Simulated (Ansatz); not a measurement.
Fields on a plane of MgTl (CsCl type)

```xyz
2
Lattice="3.5643 0.0000 0.0000 0.0000 3.5643 0.0000 0.0000 0.0000 3.5643" Properties=species:S:1:pos:R:3 pbc="T T T"
Mg     0.0000     0.0000     0.0000
Tl     1.7821     1.7821     1.7821
```

The slice is a {110} plane (indices of the conventional cell) through the point (0.500, 0.500, 0.500) (fractional), spanned by u = [100] and v = [011] in vectors of this cell: u (3.56 Å) and v (5.04 Å, at 90° to u). It covers one period; positions are fractions (u, v).

Atoms on it: Mg at (0.50, 0.50); Tl at (0.00, 0.00).

Level of theory: LDA (plane waves to 420 eV, PAW, scalar-relativistic; Ansatz, a program for electronic structure). k mesh 13×13×13. These are valence fields of a PAW run, semicore shells included where kept as valence: close to a nucleus they are smooth pseudo fields. MgTl was relaxed with its symmetry unable to fall. Spin-orbit coupling is left out, though Tl is heavy.

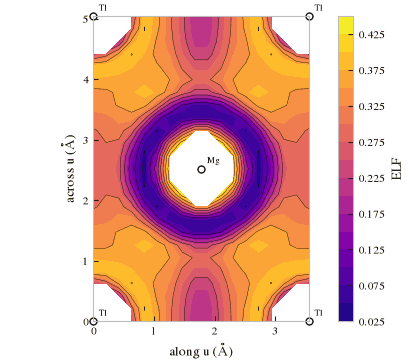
Fig. 1. Electron localisation function (ELF), one period of the plane, atoms marked. Points within 0.5 Å of a nucleus are left white, as the pseudised field means little there.

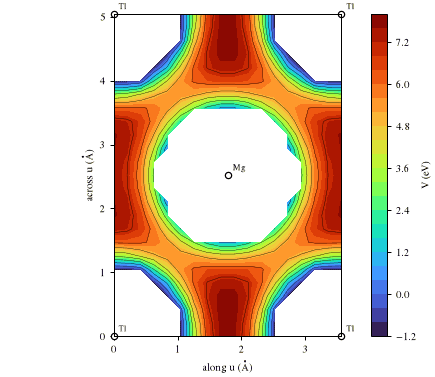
Figure. Electrostatic potential energy of an electron, from the cell's mean, in eV, one period of the plane, atoms marked. Points within 1 Å of a nucleus are left white, as the pseudised field means little there. Values under -1 eV are set to -1. The zero, the cell's mean, hangs on the PAW cores.

The density on the Mg–Tl line (3.09 Å) at its density minimum, 1.2 Å from Mg is 0.11 e/Å³ and the ELF at that point is 0.2.
